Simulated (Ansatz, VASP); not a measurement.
# Cross-check of SiW between VASP and Ansatz, part 2 of 2

Aim: how closely do two programs agree when they are given the same cell, functional and k mesh? The cell is generated by rule, not measured, and may not be a known phase. The cell is taken from a series of VASP runs on this material, whose earlier steps may have relaxed, scaled or displaced it; both programs get it as it stands. Valence electrons are named where the data sets of a main pair hold unlike numbers.

VASP 6.6.1 and Ansatz 0.2.0.

So far: Starting point; VASP: band structure, PBE; Ansatz: band structure, PBE; Comparison.

## 5. VASP: band structure, PBE, spin-orbit coupling

Level of this step: PBE, spin-orbit coupling; plane waves and PAW (W, Si); invented cell (VASP).

With cell and atoms fixed, the geometry can't cause a difference; cores, projectors, grids and the points listed under the comparison can.

Input file INCAR:

```
SYSTEM = SiW
PREC = Accurate
ENCUT = 400
EDIFF = 1E-06
NELM = 100
ISMEAR = 0
SIGMA = 0.02
LREAL = .FALSE.
ALGO = Normal
GGA = PE
LNONCOLLINEAR = .TRUE.
MAGMOM = 0 0 0 0 0 0
NBANDS = 22
GGA_COMPAT = .FALSE.
LASPH = .TRUE.
LSORBIT = .TRUE.
LMAXMIX = 4
LORBIT = 11
LWAVE = .FALSE.
LCHARG = .FALSE.
KPAR = 4
ISIF = 2
```

Input file POSCAR:

```
SiW
1.0
    0.0000000000      2.7600000000      2.7600000000
    2.7600000000      0.0000000000      2.7600000000
    2.7600000000      2.7600000000      0.0000000000
W Si
1 1
Direct
    0.0000000000      0.0000000000      0.0000000000
    0.5000000000      0.5000000000      0.5000000000
```

Input file KPOINTS:

```
Automatic mesh
0
Gamma
8 8 8
0 0 0
```

Input file KPOINTS_OPT:

```
Line mode
16
Line-mode
Reciprocal
  0.00000000   0.00000000   0.00000000 GAMMA
  0.50000000   0.00000000   0.50000000 X

  0.50000000   0.00000000   0.50000000 X
  0.50000000   0.25000000   0.75000000 W

  0.50000000   0.25000000   0.75000000 W
  0.37500000   0.37500000   0.75000000 K

  0.37500000   0.37500000   0.75000000 K
  0.00000000   0.00000000   0.00000000 GAMMA

  0.00000000   0.00000000   0.00000000 GAMMA
  0.50000000   0.50000000   0.50000000 L

  0.50000000   0.50000000   0.50000000 L
  0.62500000   0.25000000   0.62500000 U

  0.62500000   0.25000000   0.62500000 U
  0.50000000   0.25000000   0.75000000 W

  0.50000000   0.25000000   0.75000000 W
  0.50000000   0.50000000   0.50000000 L

  0.50000000   0.50000000   0.50000000 L
  0.37500000   0.37500000   0.75000000 K

  0.62500000   0.25000000   0.62500000 U
  0.50000000   0.00000000   0.50000000 X
```

Potentials, in the order of the species: W and Si (PBE family, release 64).

Run with:

```bash
> mpirun -np 4 vasp_ncl
```

Numbers of over 12 decimals in the logs are rounded to 6 here.

What it wrote:

```text
[... set-up lines as in an earlier step ...]
 entering main loop
       N       E                     dE             d eps       ncg     rms          rms(c)
DAV:   1     0.125373926839E+02    0.12537E+02   -0.32518E+03  1308   0.606E+02
DAV:   2    -0.163195852880E+02   -0.28857E+02   -0.26856E+02  1624   0.142E+02
DAV:   3    -0.177741877934E+02   -0.14546E+01   -0.14170E+01  1634   0.266E+01
DAV:   4    -0.177917734053E+02   -0.17586E-01   -0.17567E-01  1586   0.329E+00
[...]
DAV:  11    -0.161886105302E+02   -0.27755E-04   -0.62689E-05  1546   0.658E-02    0.310E-02
DAV:  12    -0.161886056891E+02    0.48411E-05   -0.33913E-06  1558   0.165E-02    0.456E-03
DAV:  13    -0.161886051092E+02    0.57981E-06   -0.21491E-07   908   0.388E-03
   1 F= -.16188605E+02 E0= -.16187955E+02  d E =-.129955E-02  mag=    -0.0000    -0.0000     0.0000
 Start KPOINTS_OPT (optional k-point list driver)
k-point batch [1-29\160]
       N       E                     dE             ncg
DAV:   1     0.148141349772E+04   -0.46868E+04     1276
DAV:   2     0.663863433453E+03   -0.81755E+03     1642
DAV:   3     0.623219130769E+03   -0.40644E+02     1572
DAV:   4     0.622780655840E+03   -0.43847E+00     1506
DAV:   5     0.622774714218E+03   -0.59416E-02     1552
DAV:   6     0.622774600266E+03   -0.11395E-03     1506
DAV:   7     0.622774597841E+03   -0.24248E-05     1384
DAV:   8     0.622774597740E+03   -0.10097E-06     1132
[...]
k-point batch [146-160\160]
       N       E                     dE             ncg
DAV:   1     0.475320940228E+04   -0.40389E+04      660
DAV:   2     0.436982933393E+04   -0.38338E+03      822
DAV:   3     0.435316012883E+04   -0.16669E+02      828
DAV:   4     0.435301732393E+04   -0.14280E+00      750
DAV:   5     0.435301563375E+04   -0.16902E-02      804
DAV:   6     0.435301560546E+04   -0.28291E-04      744
DAV:   7     0.435301560496E+04   -0.49100E-06      684
```

From OUTCAR (step 5):

```text
  Total       -7.5194424     -7.5194424     -7.5194424      0.0000000      0.0000000     -0.0000000
  in kB     -286.5094656   -286.5094656   -286.5094656      0.0000000      0.0000000     -0.0000000
  external PRESSURE =    -286.5094656 kB  Pullay stress =       0.0000000 kB

 POSITION                                       TOTAL-FORCE (eV/Angst)
 -----------------------------------------------------------------------------------
      0.00000      0.00000      0.00000         0.000000     -0.000000     -0.000000
      2.76000      2.76000      2.76000        -0.000000      0.000000      0.000000
 -----------------------------------------------------------------------------------
    total drift:                               -0.000000      0.000000      0.000000

  FREE ENERGIE OF THE ION-ELECTRON SYSTEM (eV)
  ---------------------------------------------------
  free  energy   TOTEN  =       -16.1886051092 eV

  energy  without entropy=      -16.1873055639  energy(sigma->0) =      -16.18795534

 magnetization (x)
# of ion       s       p       d       tot
------------------------------------------
    1        0.000  -0.000  -0.000  -0.000
    2        0.000   0.000   0.000   0.000
--------------------------------------------------
tot          0.000  -0.000  -0.000  -0.000

 magnetization (y)
# of ion       s       p       d       tot
------------------------------------------
    1        0.000  -0.000  -0.000  -0.000
    2        0.000   0.000   0.000   0.000
--------------------------------------------------
tot          0.000  -0.000  -0.000  -0.000

 magnetization (z)
# of ion       s       p       d       tot
------------------------------------------
    1        0.000   0.000   0.000   0.000
    2        0.000   0.000   0.000   0.000
--------------------------------------------------
tot          0.000   0.000   0.000   0.000

[... 1 part as in an earlier step ...]

[... 2 further parts left out ...]
[key lines of the parts left out:]
E-fermi :   5.3144
```

The k-mesh is coarse for a metal.

The run ends at a pressure of -28.65 GPa.

## 6. Ansatz: band structure, PBE, spin-orbit coupling

The same cell, functional, mesh and smearing now go to Ansatz, which takes its cutoff from its data sets.

The cell is taken from a series of VASP runs on this material, whose earlier steps may have relaxed, scaled or displaced it; both programs get it as it stands.

Input file input.yaml:

```yaml
crystal:
  lattice:
    - [0.0, 2.76, 2.76]
    - [2.76, 0.0, 2.76]
    - [2.76, 2.76, 0.0]
  atoms:
    - { symbol: W, position: [0.0, 0.0, 0.0] }
    - { symbol: Si, position: [0.5, 0.5, 0.5] }
hamiltonian:
  xc: pbe
  pseudopotentials: { kind: paw_fr }
magnetization:
  noncollinear: true
  spin_orbit: true
kpoints:
  mp_grid: { grid: [8, 8, 8] }
  band_path:
    path:
      - [0.0, 0.0, 0.0]
      - [0.16667, 0.0, 0.16667]
      - [0.33333, 0.0, 0.33333]
      - [0.5, 0.0, 0.5]
      - [0.5, 0.08333, 0.58333]
      - [0.5, 0.18333, 0.68333]
      - [0.5, 0.25, 0.75]
      - [0.45, 0.3, 0.75]
      - [0.40833, 0.34167, 0.75]
      - [0.35, 0.35, 0.7]
      - [0.225, 0.225, 0.45]
      - [0.075, 0.075, 0.15]
      - [0.03333, 0.03333, 0.03333]
      - [0.23333, 0.23333, 0.23333]
      - [0.4, 0.4, 0.4]
      - [0.51667, 0.46667, 0.51667]
      - [0.55833, 0.38333, 0.55833]
      - [0.60833, 0.28333, 0.60833]
      - [0.60833, 0.25, 0.64167]
      - [0.55833, 0.25, 0.69167]
      - [0.51667, 0.25, 0.73333]
      - [0.5, 0.3, 0.7]
      - [0.5, 0.38333, 0.61667]
      - [0.5, 0.48333, 0.51667]
      - [0.475, 0.475, 0.55]
      - [0.425, 0.425, 0.65]
      - [0.38333, 0.38333, 0.73333]
      - [0.59167, 0.18333, 0.59167]
      - [0.55, 0.1, 0.55]
      - [0.5, 0.0, 0.5]
    npoints: 1
scf:
  occupations: { method: gaussian, width: 0.02 }
  n_extra_bands: 14
output:
  forces: true
  stress: true
  eigenvalues: true
  write_density: true
  write_potential: true
  elf: true
  volumetric_format: npy
```

Run with:

```bash
> ansatz run input.yaml --threads 2 --pin off --max-ram 4608MiB --backend cpu --events-out ev --progress --plain --runs-dir out
```

What it wrote:

```text
[...]
non-collinear run that drives no moment, with spin-orbit: no starting moment large enough to seed its density (crystal.atoms[].spin), no starting occupations that ask for one, no magnetisation constraint and no magnetic field, so the semilocal B_xc is pinned to zero
Crystal: 2 atoms, lattice volume = 42.049 Å³
[...]
k-point 1: bands = [... 14 lower, 9.8252, 9.8252, 10.1751, 10.1751, 10.3147, 10.3147, 12.4196, 12.4196, ... 10 higher]
  k-point 2: bands = [... 14 lower, 9.0367, 9.0367, 10.5834, 10.5834, 10.7114, 10.7114, 11.9382, 11.9382, ... 10 higher]
  k-point 28: bands = [... 14 lower, 8.0385, 8.0385, 11.2086, 11.2086, 11.7477, 11.7477, 11.9753, 11.9753, ... 10 higher]
[key lines of the parts left out:]
SCF converged after 8 iterations
Magnetization: |M| = 0.0000 μB,  M = (+0.0000, +0.0000, +0.0000) μB
Free energy (F): -11042.872442 eV
Fermi energy:    11.163122 eV
P = ⅓ Tr σ = -28.1209 GPa (-281.209 kbar)
```

It took 12 s on 2 threads of Arm Neoverse N1, shared host; peak memory 0.43 GiB; 24 s of CPU time.

## 7. Differences

What differs besides the data sets and the points named for the pairs above, as far as they apply: spin-orbit coupling enters by fully relativistic files in Ansatz and inside the spheres in VASP; the data sets hold 18 valence electrons in Ansatz (on its fully relativistic PAW (standard-fr) files) and 10 in VASP. Total energies have different zeros and are not compared.

Compared:

| quantity | Ansatz | VASP | difference |
| --- | --- | --- | --- |
| pressure (GPa) | -28.12 | -28.65 | +0.53 |

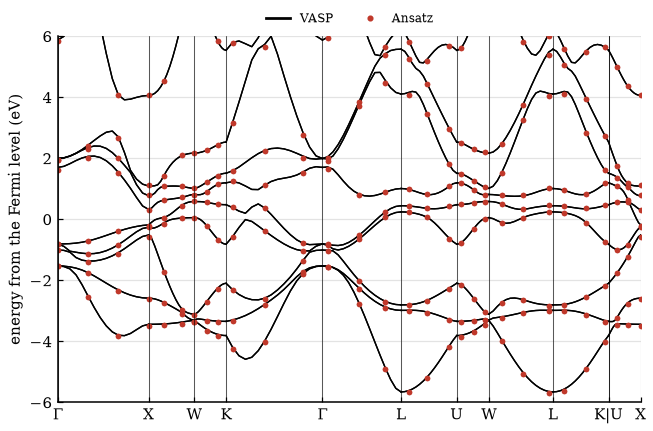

Bands from VASP (lines) and levels from Ansatz (dots). Dots without a line are higher empty bands that the VASP plot leaves out.

Levels from 3 eV below to 2 eV above the Fermi level differ by 21 meV r.m.s. and 73 meV at most; each VASP level is matched to the nearest of Ansatz, which flatters the figure a little.

## 8. Summary of results

```
r.m.s. difference of levels near the Fermi level (band structure, PBE)                      : 18 meV
difference in pressure (band structure, PBE)                                                : 0.57 GPa
r.m.s. difference of levels near the Fermi level (band structure, PBE, spin-orbit coupling) : 21 meV
difference in pressure (band structure, PBE, spin-orbit coupling)                           : 0.53 GPa
```

In words: The difference in pressure is 0.57 GPa (band structure, PBE), within the 1 GPa picked in this series as the mark of a large difference. The data sets hold unlike numbers of valence electrons (18 in Ansatz and 10 in VASP), so part of the differences comes from the potentials. 1 further run of this series is not shown here. Such differences can come from data sets, numerical settings and the points named under the comparisons, not from the functional's error against experiment.

[Lines on the potential files, build, host, timing and source positions are cut from VASP's logs without a mark.]

[Logs are printed without paths, hosts, clocks, repeated set-up lines and the standing remarks that a program may print on its own settings, such as how far it seeks lower states.]

[Hosts, paths, dates, database ids (printed as entryN), source tags and the programs' standing remarks are cut or masked in the printed files.]
